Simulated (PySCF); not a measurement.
**TiO₂: structure of the singlet**

The task is one start of a wider search on TiO₂: the singlet, from a bent start. It is relaxed, tested by its Hessian and followed downhill if it is a saddle.

The runs use PySCF 2.14.0; B3LYP, basis Ti def2-TZVP, O def2-TZVP, no relativity, density fitting.

## Step 1: Where the work starts

3 atoms, charge 0, spin multiplicity 1.

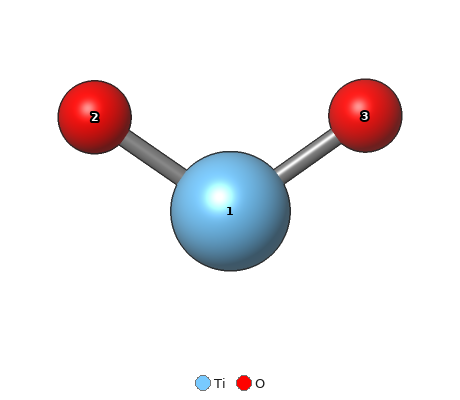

The starting geometry (titanium blue, oxygen red); atoms are numbered from 1 in the order of the file.

Z-matrix (Å, degrees; charge 0 multiplicity 1):
```
Ti
O  1 1.7400
O  1 1.7400 2 110.00
```

## Step 2: The SCF at the typed geometry

The steps below are one call of a driver around PySCF. For each, scf.py gives the equivalent set-up of the SCF; relaxations use the driver's own optimiser. After this first run the driver tries any further starts and a stability analysis.

Contents of scf.py:

```python
from pyscf import gto, scf, dft
mol = gto.M(atom='''
Ti     0.000000     0.000000     0.000000
O      1.425300     0.000000     0.998000
O     -1.425300     0.000000     0.998000''',
    basis={'Ti': 'def2-TZVP', 'O': 'def2-TZVP'},
    charge=0, spin=0)
mf = dft.RKS(mol, xc='B3LYP')
mf.grids.atom_grid = (50, 194)
aux = {'Ti': 'def2-universal-JKFIT', 'O': 'def2-universal-JKFIT'}
mf = mf.density_fit(auxbasis=aux)
mf.conv_tol = 1e-08
mf.diis_space = 10
mf.max_cycle = 60
mf.init_guess = 'minao'
mf.verbose = 4
mf.kernel()
```

Started as:

```
OMP_NUM_THREADS=2 python axn.py task.json out
```

Log, shortened:

```text
[... the frontier levels of the middle cycles are left out ...]
init E= -999.711595105012
  HOMO = -0.440423332643282  LUMO = -0.165134220049469  gap/eV = 7.49100
cycle= 1 E= -999.118966763332  delta_E= 0.593  |g|= 2.01  |ddm|=  2.2
  HOMO = -0.27223223679858  LUMO = -0.142642128911291  gap/eV = 3.52633
cycle= 2 E= -973.594476788493  delta_E= 25.5  |g|= 10.4  |ddm|= 4.61
  HOMO = -0.152285140632591  LUMO = -0.0982324749611782  gap/eV = 1.47085
cycle= 3 E= -991.644940199973  delta_E= -18.1  |g|=  6.8  |ddm|= 2.64
cycle= 4 E= -994.234531547384  delta_E= -2.59  |g|= 6.09  |ddm|= 1.07
cycle= 5 E= -993.458303343232  delta_E= 0.776  |g|= 6.33  |ddm|= 0.624
cycle= 6 E= -993.363400747043  delta_E= 0.0949  |g|= 6.37  |ddm|= 0.0252
cycle= 7 E= -994.941270087648  delta_E= -1.58  |g|= 5.59  |ddm|= 0.63
cycle= 8 E= -1000.01272486508  delta_E= -5.07  |g|= 0.134  |ddm|= 2.24
cycle= 9 E= -999.990132514188  delta_E= 0.0226  |g|= 0.403  |ddm|= 0.249
cycle= 10 E= -1000.01366758298  delta_E= -0.0235  |g|= 0.162  |ddm|= 0.0973
cycle= 11 E= -1000.01756561443  delta_E= -0.0039  |g|= 0.0644  |ddm|= 0.0398
cycle= 12 E= -1000.01830646754  delta_E= -0.000741  |g|= 0.0017  |ddm|= 0.0245
cycle= 13 E= -1000.01830626587  delta_E= 2.02e-07  |g|= 0.00198  |ddm|= 0.00118
cycle= 14 E= -1000.01830697071  delta_E= -7.05e-07  |g|= 6.67e-05  |ddm|= 0.000714
cycle= 15 E= -1000.01830697319  delta_E= -2.48e-09  |g|= 3.93e-05  |ddm|= 0.000123
  HOMO = -0.259197058495227  LUMO = -0.129131610541142  gap/eV = 3.53926
Extra cycle  E= -1000.01830696573  delta_E= 7.46e-09  |g|= 0.00021  |ddm|= 9.41e-05
converged SCF energy = -1000.01830696573
```

This step, with its further starts and checks, ran for 8.5 s (2 threads of Arm Neoverse V1, shared host).

Energies from each starting density:

| start | energy (Eh) |
| --- | --- |
| the minimal-basis guess | -1000.018307 |
| a thermally smeared density | -1000.018307 |
| a smeared PBE density | -1000.018307 |

No lower closed-shell solution turned up from the other starts or in the test of internal stability.

## Step 3: Relaxing the singlet from the bent start

The program finds C2v symmetry in the start, which this walk keeps. Threshold on the gradient: 0.0003 Eh/bohr, with a further test on the energy change.

scf.py, as its differences from that of step 2:

```diff
@@ -3,3 +3,3 @@
-Ti     0.000000     0.000000     0.000000
-O      1.425300     0.000000     0.998000
-O     -1.425300     0.000000     0.998000''',
+Ti     0.000000     0.000000    -0.399384
+O      1.425300     0.000000     0.598616
+O     -1.425300     0.000000     0.598616''',
@@ -15 +14,0 @@
-mf.init_guess = 'minao'
```

Energy and gradient, step by step:

```
step   energy (Eh)  change (kJ/mol)  largest symmetric gradient (Eh/bohr)
   0  -1000.018307             0.00                               0.09606
   1  -1000.033967           -41.11                               0.00502
   2  -1000.034149           -41.59                               0.00074
   3  -1000.034153           -41.60                               0.00006
```

The walk took 5.5 s.

Geometry (Å) and forces (eV/Å) at some steps:

```
step 0
Ti   0.000   0.000  -0.399   0.000   0.000   4.940
O    1.425   0.000   0.599  -3.049   0.000  -2.470
O   -1.425   0.000   0.599   3.049   0.000  -2.470
step 1
Ti   0.000   0.000  -0.329  -0.001   0.000  -0.258
O    1.379   0.000   0.563  -0.092   0.000   0.129
O   -1.379   0.000   0.563   0.093   0.000   0.129
step 2
Ti   0.000   0.000  -0.343   0.000   0.000  -0.038
O    1.363   0.000   0.571  -0.012   0.000   0.019
O   -1.363   0.000   0.571   0.012   0.000   0.019
step 3
Ti   0.000   0.000  -0.346  -0.002   0.000   0.003
O    1.361   0.000   0.572   0.000   0.000  -0.001
O   -1.361   0.000   0.572   0.002   0.000  -0.002
```

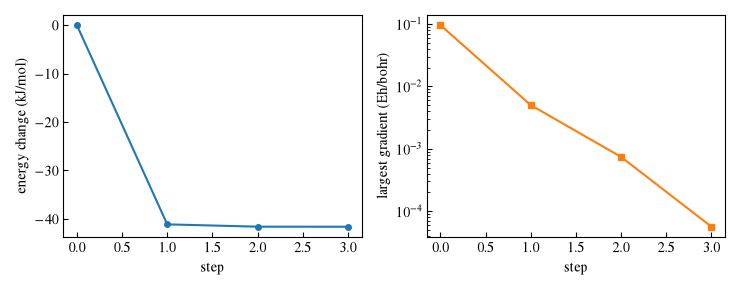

How energy and gradient fall.

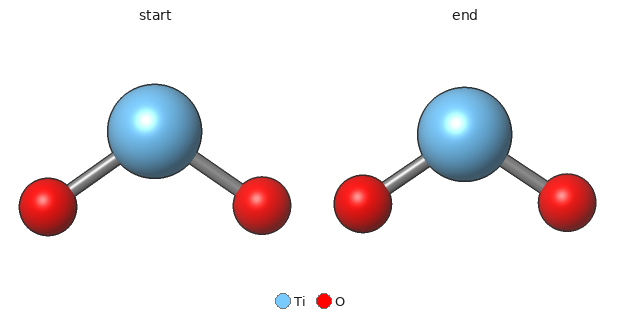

Start and end of the relaxation.

End point (C2v, 3 steps, 41.6 kJ/mol gained): Ti–O 1.641 Å (×2); O–Ti–O 112.0°.

## Step 4: Frequencies

The point is checked on the finer grid, and tightened if its gradient asks for it. The Hessian and the dipole derivatives come from central differences of analytic gradients, with steps of 0.02 bohr.

scf.py, as its differences from that of step 3:

```diff
@@ -3,3 +3,3 @@
-Ti     0.000000     0.000000    -0.399384
-O      1.425300     0.000000     0.598616
-O     -1.425300     0.000000     0.598616''',
+Ti     0.000000     0.000000    -0.367604
+O      1.360149     0.000000     0.550457
+O     -1.360149     0.000000     0.550457''',
@@ -9 +9 @@
-mf.grids.atom_grid = (50, 194)
+mf.grids.atom_grid = (75, 302)
@@ -12 +12 @@
-mf.conv_tol = 1e-08
+mf.conv_tol = 1e-10
```

This SCF starts from the last density.

SCF at the final geometry:

```text
init E= -1000.0341905751
  HOMO = -0.258890630873245  LUMO = -0.117407145566016  gap/eV = 3.84996
cycle= 1 E= -1000.03419057449  delta_E= 6.12e-10  |g|= 5.85e-05  |ddm|= 3.27e-05
  HOMO = -0.25889291700664  LUMO = -0.117405502468157  gap/eV = 3.85007
cycle= 2 E= -1000.03419056638  delta_E= 8.11e-09  |g|= 0.000213  |ddm|= 0.000118
  HOMO = -0.258890737455242  LUMO = -0.117407240292601  gap/eV = 3.84996
cycle= 3 E= -1000.0341905751  delta_E= -8.72e-09  |g|= 1.7e-05  |ddm|= 9.29e-05
  HOMO = -0.258891119892357  LUMO = -0.117406900509595  gap/eV = 3.84998
cycle= 4 E= -1000.03419057515  delta_E= -4.89e-11  |g|= 2.41e-07  |ddm|= 6.22e-06
  HOMO = -0.258891050724079  LUMO = -0.117406869267441  gap/eV = 3.84998
Extra cycle  E= -1000.03419057514  delta_E= 4.55e-12  |g|= 2.65e-07  |ddm|= 3.24e-07
converged SCF energy = -1000.03419057514
```

The whole step took 21 s.

Geometry: C2v; Ti–O 1.641 Å (×2); O–Ti–O 112.0°.

Harmonic modes (main isotopes):

```csv
symmetry,ω (cm⁻¹),IR (km/mol),μ (u),type
a1,346,14.1,18.39,bend
b2,987,432,20.23,stretch
a1,1030,38.5,18.52,stretch
```

All wavenumbers are real: a minimum.

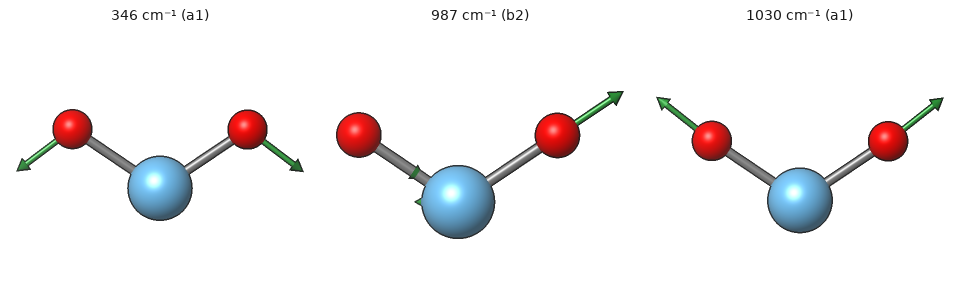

Displacements of 3 of the modes, as arrows (one member where a mode is degenerate).

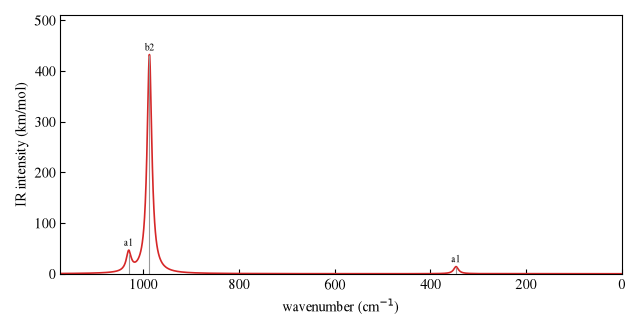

The harmonic infrared spectrum (widths in cm⁻¹). Lines are broadened to a width of 12 cm⁻¹ (Lorentzian).

Properties at this point:

```
Dipole moment                                                   : 6.77 D
Highest occupied level                                          : -7.04 eV
Lowest empty level                                              : -3.19 eV
Rotational constants                                            : 1.042, 0.2848, 0.2237 cm⁻¹
Zero-point energy                                               : 14.1 kJ/mol
Principal polarisabilities                                      : 18.5, 24.2, 46.1 bohr³
Atomisation energy without zero-point energy                    : 1246 kJ/mol
Principal traceless quadrupole moments about the centre of mass : -13.64, 6.13, 7.51 D Å
Entropy at 298.15 K and 1 bar                                   : 258.5 J/(mol K)
Heat capacity Cp at 298.15 K                                    : 43.0 J/(mol K)
Enthalpy at 298.15 K above 0 K                                  : 11.06 kJ/mol
Rotational symmetry number                                      : 2
```

Charges (e) and bond orders:

| atom | Mulliken | Löwdin | polar tensor | Mayer order to Ti1 |
| --- | --- | --- | --- | --- |
| Ti1 | 1.17 | 0.56 | 1.81 | – |
| O2,3 | -0.59 | -0.28 | -0.91 | 2.10 |

Outer orbital energies (eV). occupied: -23.21, -22.81, -9.28, -8.98, -8.70, -8.26, -7.99, -7.04; empty: -3.19, -2.24, -2.18, -0.35.

Mulliken populations on Ti1: s 6.05, p 12.22, d 2.52, f 0.04.

## Step 5: Stability of the closed shell

At the lowest minimum the closed shell is tested against spin polarisation, on the (50, 194) grid. It is stable.

## Step 6: Summary of results

| quantity | value |
| --- | --- |
| minimum | singlet, C2v |
| geometry | Ti–O 1.641 Å (×2); O–Ti–O 112.0° |
| wavenumbers (cm⁻¹) | 346 (a1), 987 (b2), 1030 (a1) |
| dipole moment | 6.77 D |
| highest occupied, lowest empty level | -7.04, -3.19 eV |
| polar-tensor charge of Ti1 | +1.81 e |
| zero-point energy | 14.1 kJ/mol |
| entropy at 298.15 K | 258.5 J/(mol K) |
| atomisation energy (no zero-point energy) | 1246 kJ/mol |

**Reading.** The bent start keeps its C2v symmetry and ends in a minimum. The strongest infrared band lies at 987 cm⁻¹ (b2, stretch). With 6.8 D the molecule is strongly polar. Other starts or spin states, not run here, may lie lower.

The search up to here ran for 38 s (2 threads of Arm Neoverse V1, shared host).
